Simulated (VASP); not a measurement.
Shape and ions are relaxed at each volume.

Energy against volume of Sb (a7). Level of theory: rev-vdW-DF2, VASP's PBE PAW potentials (set 64) (plane waves; VASP).

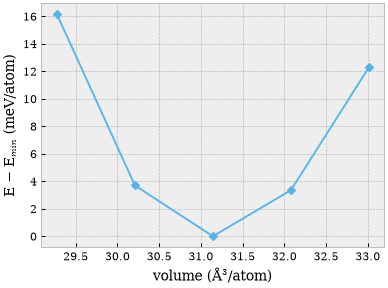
Energy against volume

Task: Estimate the equilibrium volume and the bulk modulus.

Result: The minimum lies near 31.1 Å³/atom, and the curvature gives B0 of about 40 GPa.

Measured: bulk modulus 39.5 GPa at 0 K (computed value off by +1.5 %), as given by K. Lejaeghere et al., Critical reviews in solid state and materials sciences/CRC critical reviews in solid state and materials sciences (2013), arXiv:1204.2733 [extrapolated to 0 K and zero-point effects removed (source: thermally corrected experimental values)].

The compound is Sb in the a7 structure. It was relaxed first.
